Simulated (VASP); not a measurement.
Band structure of Be$_{5}$Au (space group F-43m). Calculation: PBEsol GGA, VASP's PBE PAW potentials (set 64) (plane waves; VASP).

Unless said otherwise, spin-orbit coupling is left out, though it shifts the bands of the heavy elements here.

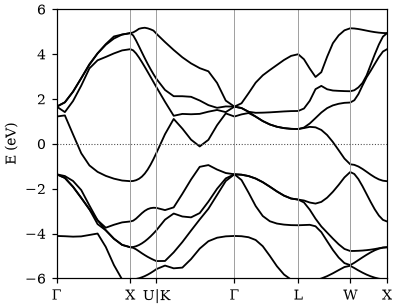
Fig. 1. Bands along high-symmetry lines, zero at the valence-band maximum or, without a gap, the Fermi level

Problem. Read the plot: is there a gap, and where are the band edges?

Solution. It has no gap at this level: it comes out as a metal or semimetal.

The structure comes from a computed database's Be5Au entry (F-43m); how it stands against other phases isn't given here. The cell was not relaxed at this level. The electron count is odd and the run is not spin-polarised, which forces a metal.
